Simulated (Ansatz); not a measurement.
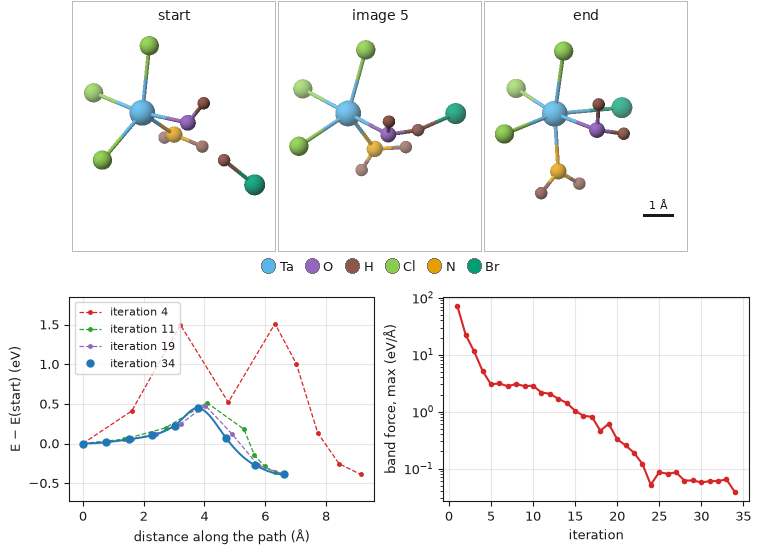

NEB run on TaNH$_{4}$OBrCl$_{3}$. Images are numbered from 0 (start) to 8 (end). The plot follows the band through its iterations. A ball-and-stick model, seen from a free direction.

Theory: Ansatz, RKS PBE/def2-SVP. Set-up: 7 movable images; climbing image; force threshold 0.05 eV/Å; iteration limit 60; starting path through a guess of the saddle point.

> How did the profile develop, and is the result final?

The result is final at these settings. The band converged in 34 iterations. The largest component of the band force went from 72 to 0.039 eV/Å. The climbing image converged on the top of the path. Its vibrational analysis gives one imaginary mode (100i cm⁻¹), as a transition state must have. The first iteration put the highest image at 23.32 eV. Forward barrier 0.45 eV, backward barrier 0.84 eV, with image 5 at the top; the reaction energy is −0.39 eV.

The run took 7.3 min on 4 threads of Intel(R) Xeon(R) 6975P-C (Granite Rapids), with other jobs on the host, peak memory 0.34 GiB.
